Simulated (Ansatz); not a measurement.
**GeNH₃ (singlet): correlated methods under varied settings at distance Ge1–H4 = 1.361 Å**

Aim: run GeNH₃ (singlet) at one geometry under a spread of methods and options, and see what each costs and gives.

Method: the settings change from run to run; program: Ansatz 0.2.0, Gaussian basis.

16 further runs of the same task are left out: 1 for a mislabelled method, 11 that didn't finish, 4 set aside as unsound or not needed.

## 1. What is computed

The geometry derives from a PBE0/def2-TZVP stationary point (not a proven minimum). One bond is set to the value named and the two fragments are kept rigid. No spin-orbit coupling is included. The filled d shell of Ge may be among the frozen orbitals whatever the setting's name suggests; the logs give the count.

5 atoms, charge 0, spin multiplicity 1.

Atoms are counted from 1 here; the program's logs count them from 0.

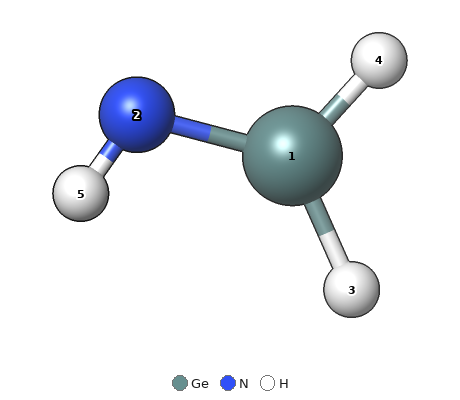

The geometry (germanium teal, nitrogen blue, hydrogen white); atoms are numbered from 1 in the order of the file.

As a file:

```csv
atom,x (Å),y (Å),z (Å)
Ge1,0.0000,0.0120,0.2713
N2,0.0000,-0.1301,-1.4262
H3,0.0000,1.2910,1.1336
H4,0.0000,-1.1346,1.0045
H5,0.0000,0.7890,-1.8691
```

## 2. CCSD(T) on RHF/cc-pVDZ

The input, in.yaml:

```yaml
crystal:
  periodic: [false, false, false]
  atoms:
    - {symbol: Ge, position_ang: [0.000000, 0.011961, 0.271279]}
    - {symbol: N, position_ang: [0.000000, -0.130063, -1.426238]}
    - {symbol: H, position_ang: [0.000000, 1.291045, 1.133569]}
    - {symbol: H, position_ang: [0.000000, -1.134619, 1.004542]}
    - {symbol: H, position_ang: [0.000000, 0.788983, -1.869068]}
basis:
  gaussian: {orbitals: cc-pVDZ, point_charges: [{charge: 1.00, position_ang: [2.937, 0.083, 0.045]}]}
magnetization: {spin_polarized: false}
correlation: {method: ccsd_t, electrons: outside_noble_gas}
```

Started as:

```console
$ ansatz run in.yaml --threads 1 --pin off --events-out ev --progress --plain --max-ram 2393MiB
```

The log of the run, shortened:

```text
Functional definition: HF
  name "HF"
  cite "Fock, Z. Phys. 61, 126 (1930) doi:10.1007/BF01340294"
  parent pbe
[...]
593 factors; integrals over basis functions are off by at most 1.1e-3 eV
[...]
mean field -57999.66397560 eV, -2131.4483375189 hartree, gradient 1.9e-6 eV, S^2 0.000000; 0 other end points of the search recorded, 0 dependent functions left out; unrestricted orbitals would lower it
15 core orbitals not correlated: weight in the atoms' cores, before any rotation towards them, 0.998 or more for the frozen orbitals, at most 0.003 for the correlated occupied ones
reference -57999.66397560 eV, -2131.4483375189 hartree; 6, 6 occupied and 35, 35 virtual orbitals, 593 factors
second order -7.62375960 eV of doubles, -0.00000000 eV of singles
cycle   1  -7.75794823 eV  change   -1.3e-1 eV  update   9.6e-2
[...]
cycle  12  -8.19269155 eV  change    5.9e-6 eV  update   4.8e-6
perturbative correction -0.32830057 eV, -0.0120648232 hartree
Total energy: -58008.18496771 eV, -2131.7614782033 hartree
```

Wall time 0.84 s (1 thread of Arm Neoverse V2, shared host).

From the report: correlation -8.5210 eV; T1 0.018; largest double amplitude 0.17.

## 3. MRCISD+Q(6,5)/STO-3G

in.yaml: that of step 2 with these lines changed.

```diff
@@ -9,4 +9,3 @@
 basis:
-  gaussian: {orbitals: cc-pVDZ, point_charges: [{charge: 1.00, position_ang: [2.937, 0.083, 0.045]}]}
-magnetization: {spin_polarized: false}
-correlation: {method: ccsd_t, electrons: outside_noble_gas}
+  gaussian: {orbitals: STO-3G}
+correlation: {method: fic_mrcisd_q, electrons: valence, active_space: {window: {electrons: 6, orbitals: 5}, states: [{multiplicity: 1, weights: [1, 0.5, 1, 0.5]}, {multiplicity: 3, weights: [1]}], root: 2}}
```

The command is unchanged.

The log of the run, shortened:

```text
Functional definition: HF
  name "HF"
  cite "Fock, Z. Phys. 61, 126 (1930) doi:10.1007/BF01340294"
  parent pbe
[...]
371 factors; integrals over basis functions are off by at most 4.2e-8 eV
[...]
mean field -57338.38145410 eV, -2107.1466530874 hartree, gradient 2.6e-6 eV, S^2 0.000000; 0 other end points of the search recorded, 0 dependent functions left out; unrestricted orbitals would lower it
reference -57338.38145410 eV, -2107.1466530874 hartree; 21, 21 occupied and 5, 5 virtual orbitals, 371 factors
state -57340.46280401 eV, -2107.2231412858 hartree
state -57336.03914801 eV, -2107.0605749262 hartree
state -57332.35503157 eV, -2106.9251861441 hartree
state -57330.69974512 eV, -2106.8643554892 hartree
contracted CI cycle   1: correlation 0.00000000 eV, 0.0000000000 hartree, residual 9.96e0 eV
[...]
state -57337.56497530 eV, -2107.1166480449 hartree
contracted CI cycle   1: correlation 0.00000000 eV, 0.0000000000 hartree, residual 9.25e0 eV
contracted CI cycle   2: correlation -1.79895469 eV, -0.0661103656 hartree, residual 1.94e0 eV
contracted CI cycle   3: correlation -1.88340941 eV, -0.0692140191 hartree, residual 5.13e-1 eV
contracted CI cycle   4: correlation -1.88901656 eV, -0.0694200783 hartree, residual 1.52e-1 eV
contracted CI cycle   5: correlation -1.88956931 eV, -0.0694403913 hartree, residual 5.81e-2 eV
contracted CI cycle   6: correlation -1.88965417 eV, -0.0694435097 hartree, residual 2.27e-2 eV
contracted CI cycle   7: correlation -1.88966609 eV, -0.0694439481 hartree, residual 9.87e-3 eV
contracted CI cycle   8: correlation -1.88966796 eV, -0.0694440168 hartree, residual 3.71e-3 eV
contracted CI cycle   9: correlation -1.88966820 eV, -0.0694440255 hartree, residual 1.04e-3 eV
state -57337.56497530 eV, -2107.1166480449 hartree; corrected -57339.54851391 eV, -2107.1895417442 hartree
Total energy: -57334.79664500 eV, -2107.0149137828 hartree
```

Run time: 1.2 s. Hardware: 1 thread of Arm Neoverse V2, shared host.

From the report: 52 determinants; active occupations (of the averaged states) 1.96, 1.76, 1.43, 0.61, 0.24.

## 4. BCCD(T) on RHF/cc-pVDZ

The input, in.yaml:

```yaml
crystal:
  periodic: [false, false, false]
  atoms:
    - {symbol: Ge, position_ang: [0.000000, 0.011961, 0.271279]}
    - {symbol: N, position_ang: [0.000000, -0.130063, -1.426238]}
    - {symbol: H, position_ang: [0.000000, 1.291045, 1.133569]}
    - {symbol: H, position_ang: [0.000000, -1.134619, 1.004542]}
    - {symbol: H, position_ang: [0.000000, 0.788983, -1.869068]}
basis:
  gaussian: {orbitals: cc-pVDZ}
magnetization: {spin_polarized: false}
correlation: {method: bccd_t, electrons: outside_noble_gas, diis_vectors: 12}
scf: {lower_state_search: off}
output: {forces: true}
```

Same command.

The log of the run, shortened:

```text
Functional definition: HF
  name "HF"
  cite "Fock, Z. Phys. 61, 126 (1930) doi:10.1007/BF01340294"
  parent pbe
[...]
593 factors; integrals over basis functions are off by at most 1.1e-3 eV
[...]
mean field -57999.50979127 eV, -2131.4426713494 hartree, gradient 8.8e-7 eV, S^2 0.000000; 0 other end points of the search recorded, 0 dependent functions left out; unrestricted orbitals would lower it
15 core orbitals not correlated: weight in the atoms' cores, before any rotation towards them, 0.998 or more for the frozen orbitals, at most 0.003 for the correlated occupied ones
reference -57999.50979127 eV, -2131.4426713494 hartree; 6, 6 occupied and 35, 35 virtual orbitals, 593 factors
second order -7.57165331 eV of doubles, -0.00000000 eV of singles
cycle   1  -7.70150139 eV  change   -1.3e-1 eV  update   1.0e-1
[...]
cycle  12  -8.08748597 eV  change   -4.1e-6 eV  update   2.7e-6
perturbative correction -0.34388692 eV, -0.0126376111 hartree
[...]
Total energy: -58007.94116415 eV, -2131.7525185879 hartree
Atom 0 at     0.000000     0.011961     0.271279 Å, force    -0.000000     3.830624    -1.148920 eV/Å
Atom 1 at     0.000000    -0.130063    -1.426238 Å, force     0.000000    -0.576972    -1.029966 eV/Å
Atom 2 at     0.000000     1.291045     1.133569 Å, force    -0.000000     0.146268     0.051860 eV/Å
Atom 3 at     0.000000    -1.134619     1.004542 Å, force     0.000000    -3.885322     2.416150 eV/Å
Atom 4 at     0.000000     0.788983    -1.869068 Å, force     0.000000     0.485403    -0.289123 eV/Å
Dipole moment:    -0.000000     0.240672     0.366678 e Å
Checks for a lower state left out: starts, cluster_reference, orbital_swaps, neighbouring_geometries, increment
```

Run time: 2 s. Hardware: 1 thread of Arm Neoverse V2, shared host.

From the report: correlation -8.4314 eV; largest double amplitude 0.14.

## 5. CISD/cc-pVDZ

in.yaml: that of step 4 with these lines changed.

```diff
@@ -10,5 +10,3 @@
   gaussian: {orbitals: cc-pVDZ}
-magnetization: {spin_polarized: false}
-correlation: {method: bccd_t, electrons: outside_noble_gas, diis_vectors: 12}
-scf: {lower_state_search: off}
-output: {forces: true}
+correlation: {active_space: {ras: {orbitals: [6, 0, 35], electrons: 12, max_holes: 2, max_particles: 2}, fixed_orbitals: true}}
+accuracy: high
```

Same command.

The log of the run:

```text
Functional definition: HF
  name "HF"
  cite "Fock, Z. Phys. 61, 126 (1930) doi:10.1007/BF01340294"
  parent pbe
  exchange = exact_x
  correlation = 0
1226 factors; integrals over basis functions are off by at most 4.5e-9 eV
mean field evaluation 1: about -57995.6690 eV, gradient 3.9e1 eV
mean field evaluation 2: about -57995.6794 eV, gradient 3.9e1 eV
mean field evaluation 4: about -57999.4611 eV, gradient 2.7e0 eV
mean field evaluation 8: about -57999.5097 eV, gradient 1.4e-1 eV
mean field -57999.51005186 eV, -2131.4426809258 hartree, gradient 9.0e-9 eV, S^2 0.000000; 0 other end points of the search recorded, 0 dependent functions left out
reference -57999.51005186 eV, -2131.4426809258 hartree; 21, 21 occupied and 35, 35 virtual orbitals, 1226 factors
state -58006.89920400 eV, -2131.7142272587 hartree
Total energy: -58006.89920400 eV, -2131.7142272587 hartree
```

Run time: 1.8 s. Hardware: 1 thread of Arm Neoverse V2, shared host.

From the report: 33,521 determinants.

## 6. MP2 on RHF/STO-3G

in.yaml: that of step 5 with these lines changed.

```diff
@@ -9,4 +9,5 @@
 basis:
-  gaussian: {orbitals: cc-pVDZ}
-correlation: {active_space: {ras: {orbitals: [6, 0, 35], electrons: 12, max_holes: 2, max_particles: 2}, fixed_orbitals: true}}
-accuracy: high
+  gaussian: {orbitals: STO-3G}
+magnetization: {spin_polarized: false}
+correlation: {method: mp2, electrons: valence}
+output: {forces: true}
```

Launched as before.

The log of the run, shortened:

```text
Functional definition: HF
  name "HF"
  cite "Fock, Z. Phys. 61, 126 (1930) doi:10.1007/BF01340294"
  parent pbe
[...]
289 factors; integrals over basis functions are off by at most 4.4e-5 eV
[...]
mean field -57338.38140325 eV, -2107.1466512186 hartree, gradient 1.4e-6 eV, S^2 0.000000; 0 other end points of the search recorded, 0 dependent functions left out; unrestricted orbitals would lower it
[...]
10 core orbitals not correlated: weight in the atoms' cores, before any rotation towards them, 1.000 or more for the frozen orbitals, at most 0.000 for the correlated occupied ones
reference -57338.38140325 eV, -2107.1466512186 hartree; 11, 11 occupied and 5, 5 virtual orbitals, 289 factors
second order -3.45839301 eV of doubles, -0.00000000 eV of singles
[...]
Total energy: -57341.83979626 eV, -2107.2737448176 hartree
Atom 0 at     0.000000     0.011961     0.271279 Å, force    -0.000000     2.664285    -1.744020 eV/Å
Atom 1 at     0.000000    -0.130063    -1.426238 Å, force     0.000000    -2.548883     2.856768 eV/Å
Atom 2 at     0.000000     1.291045     1.133569 Å, force     0.000000    -1.369087    -0.945758 eV/Å
Atom 3 at     0.000000    -1.134619     1.004542 Å, force    -0.000000    -1.258363     0.731934 eV/Å
Atom 4 at     0.000000     0.788983    -1.869068 Å, force     0.000000     2.512048    -0.898923 eV/Å
Dipole moment:     0.000000     0.275083     0.232030 e Å
```

Wall time 0.24 s (1 thread of Arm Neoverse V2, shared host).

## 7. BCCD(T) on RHF/cc-pVDZ

in.yaml: that of step 6 with these lines changed.

```diff
@@ -9,5 +9,5 @@
 basis:
-  gaussian: {orbitals: STO-3G}
+  gaussian: {orbitals: cc-pVDZ}
 magnetization: {spin_polarized: false}
-correlation: {method: mp2, electrons: valence}
-output: {forces: true}
+correlation: {method: bccd_t, electrons: valence}
+scf: {lower_state_search: light}
```

Launched as before.

The log of the run, shortened:

```text
Functional definition: HF
  name "HF"
  cite "Fock, Z. Phys. 61, 126 (1930) doi:10.1007/BF01340294"
  parent pbe
[...]
593 factors; integrals over basis functions are off by at most 1.1e-3 eV
[...]
mean field -57999.50979127 eV, -2131.4426713494 hartree, gradient 8.8e-7 eV, S^2 0.000000; 0 other end points of the search recorded, 0 dependent functions left out; unrestricted orbitals would lower it
10 core orbitals not correlated: weight in the atoms' cores, before any rotation towards them, 1.000 or more for the frozen orbitals, at most 0.000 for the correlated occupied ones
reference -57999.50979127 eV, -2131.4426713494 hartree; 11, 11 occupied and 35, 35 virtual orbitals, 593 factors
second order -8.15088047 eV of doubles, -0.00000000 eV of singles
cycle   1  -8.23856737 eV  change   -8.8e-2 eV  update   1.1e-1
[...]
cycle  10  -8.64932645 eV  change    1.0e-5 eV  update   2.2e-5
perturbative correction -0.38382227 eV, -0.0141052082 hartree
Total energy: -58008.54293999 eV, -2131.7746334418 hartree
```

Wall time 1.2 s (1 thread of Arm Neoverse V2, shared host).

From the report: correlation -9.0331 eV; largest double amplitude 0.14.

## 8. CCSD(T)/6-31G

in.yaml: that of step 7 with these lines changed.

```diff
@@ -9,5 +9,5 @@
 basis:
-  gaussian: {orbitals: cc-pVDZ}
-magnetization: {spin_polarized: false}
-correlation: {method: bccd_t, electrons: valence}
-scf: {lower_state_search: light}
+  gaussian: {orbitals: 6-31G}
+magnetization: {spin_polarized: true, initial_magnetization: 0}
+hamiltonian: {xc: {name: B3LYP}}
+correlation: {method: ccsd_t, electrons: outside_noble_gas, diis_vectors: 1}
```

The command is unchanged.

The log of the run, shortened:

```text
Functional definition: B3LYP
  name "B3LYP"
  cite "Stephens, Devlin, Chabalowski & Frisch, J. Phys. Chem. 98, 11623 (1994) doi:10.1021/j100096a001"
  cite "Becke, Phys. Rev. A 38, 3098 (1988) doi:10.1103/PhysRevA.38.3098"
  cite "Lee, Yang & Parr, Phys. Rev. B 37, 785 (1988) doi:10.1103/PhysRevB.37.785"
  cite "Vosko, Wilk & Nusair, Can. J. Phys. 58, 1200 (1980) doi:10.1139/p80-159"
[...]
483 factors; integrals over basis functions are off by at most 6.2e-4 eV
[...]
mean field -58045.99942408 eV, -2133.1511338434 hartree, gradient 2.8e-6 eV, S^2 0.000000; 4 other end points of the search recorded, 0 dependent functions left out
15 core orbitals not correlated: weight in the atoms' cores, before any rotation towards them, 0.993 or more for the frozen orbitals, at most 0.006 for the correlated occupied ones
reference -57989.42271976 eV, -2131.0719783088 hartree; 6, 6 occupied and 23, 23 virtual orbitals, 483 factors
second order -5.60189885 eV of doubles, -0.31485631 eV of singles
cycle   1  -5.40460580 eV  change    5.0e-1 eV  update   1.2e-1
[...]
cycle  17  -5.85531754 eV  change   -1.3e-6 eV  update   5.0e-6
perturbative correction -0.23540965 eV, -0.0086511451 hartree
Total energy: -57995.51344695 eV, -2131.2958084044 hartree
```

Run time: 3.3 s. Hardware: 1 thread of Arm Neoverse V2, shared host.

From the report: ⟨S²⟩ of the determinant 0.000 (pure singlet: 0.00); correlation -6.0907 eV; T1 0.014; largest double amplitude 0.17. The orbitals are Kohn-Sham ones, so correlation energy and T1 don't compare with those on Hartree-Fock orbitals.

## 9. CCSD/cc-pVDZ

in.yaml: that of step 8 with these lines changed.

```diff
@@ -9,5 +9,6 @@
 basis:
-  gaussian: {orbitals: 6-31G}
-magnetization: {spin_polarized: true, initial_magnetization: 0}
-hamiltonian: {xc: {name: B3LYP}}
-correlation: {method: ccsd_t, electrons: outside_noble_gas, diis_vectors: 1}
+  gaussian: {orbitals: cc-pVDZ}
+magnetization: {spin_polarized: false}
+hamiltonian: {xc: {name: PBE0}}
+correlation: {method: ccsd, electrons: outside_noble_gas}
+accuracy: high
```

Launched as before.

The log of the run, shortened:

```text
Functional definition: PBE0
  name "PBE0"
  cite "Adamo & Barone, J. Chem. Phys. 110, 6158 (1999) doi:10.1063/1.478522"
  cite "Perdew, Burke & Ernzerhof, Phys. Rev. Lett. 77, 3865 (1996) doi:10.1103/PhysRevLett.77.3865"
  parent pbe
[...]
1226 factors; integrals over basis functions are off by at most 4.5e-9 eV
[...]
mean field -58045.18718784 eV, -2133.1212847122 hartree, gradient 4.9e-8 eV, S^2 0.000000; 0 other end points of the search recorded, 0 dependent functions left out
15 core orbitals not correlated: weight in the atoms' cores, before any rotation towards them, 0.997 or more for the frozen orbitals, at most 0.003 for the correlated occupied ones
reference -57999.05288765 eV, -2131.4258804510 hartree; 6, 6 occupied and 35, 35 virtual orbitals, 1226 factors
second order -7.99917392 eV of doubles, -0.24923637 eV of singles
cycle   1  -7.92420636 eV  change    3.1e-1 eV  update   1.2e-1
[...]
cycle  22  -8.38382397 eV  change    1.1e-9 eV  update  3.7e-10
Total energy: -58007.43671162 eV, -2131.7339802993 hartree
```

Wall time 4.3 s (1 thread of Arm Neoverse V2, shared host).

From the report: correlation -8.3838 eV; T1 0.013; largest double amplitude 0.14. The orbitals are Kohn-Sham ones, so correlation energy and T1 don't compare with those on Hartree-Fock orbitals.

## 10. CCSD(T) on RHF/def2-mTZVP

in.yaml: that of step 9 with these lines changed.

```diff
@@ -9,6 +9,5 @@
 basis:
-  gaussian: {orbitals: cc-pVDZ}
+  gaussian: {orbitals: def2-mTZVP}
 magnetization: {spin_polarized: false}
-hamiltonian: {xc: {name: PBE0}}
-correlation: {method: ccsd, electrons: outside_noble_gas}
+correlation: {method: ccsd_t, electrons: all}
 accuracy: high
```

Launched as before.

The log of the run, shortened:

```text
Functional definition: HF
  name "HF"
  cite "Fock, Z. Phys. 61, 126 (1930) doi:10.1007/BF01340294"
  parent pbe
[...]
1177 factors; integrals over basis functions are off by at most 4.7e-9 eV
[...]
mean field -58000.62736726 eV, -2131.4837415097 hartree, gradient 1.4e-8 eV, S^2 0.000000; 0 other end points of the search recorded, 0 dependent functions left out; unrestricted orbitals would lower it
reference -58000.62736726 eV, -2131.4837415097 hartree; 21, 21 occupied and 43, 43 virtual orbitals, 1177 factors
second order -15.07012193 eV of doubles, -0.00000000 eV of singles
cycle   1  -14.00924306 eV  change     1.1e0 eV  update   1.2e-1
[...]
cycle  22  -14.77051584 eV  change   -3.7e-9 eV  update   2.6e-9
perturbative correction -0.53743524 eV, -0.0197503808 hartree
Total energy: -58015.93531834 eV, -2132.0462983358 hartree
```

Wall time 7 s (1 thread of Arm Neoverse V2, shared host).

From the report: correlation -15.3080 eV; T1 0.014; largest double amplitude 0.13.

## 11. All runs side by side

```csv
level,correlated,functions,energy (eV),time
CCSD(T) on RHF/cc-pVDZ (beside a point charge),outside noble gas,56,-58008.1850,0.84 s
"MRCISD+Q(6,5)/STO-3G (excited root 2 of an average)",valence,26,-57334.7966,1.2 s
BCCD(T) on RHF/cc-pVDZ,outside noble gas,56,-58007.9412,2 s
CISD/cc-pVDZ,outside noble gas,56,-58006.8992,1.8 s
MP2 on RHF/STO-3G,valence,26,-57341.8398,0.24 s
BCCD(T) on RHF/cc-pVDZ,valence,56,-58008.5429,1.2 s
CCSD(T)/6-31G (on B3LYP orbitals),outside noble gas,44,-57995.5134,3.3 s
CCSD/cc-pVDZ (on PBE0 orbitals),outside noble gas,56,-58007.4367,4.3 s
CCSD(T) on RHF/def2-mTZVP,all,64,-58015.9353,7 s
```

## 12. Outcome

```
quantity                           value
    runs                               9
quickest       MP2 on RHF/STO-3G, 0.24 s
 slowest  CCSD(T) on RHF/def2-mTZVP, 7 s
```

In words: Total energies in different bases, with other cores or another treatment of relativity can't be set against each other. CCSD(T) on RHF/def2-mTZVP took 29 times as long as MP2 on RHF/STO-3G; the jobs differ in more than the method.
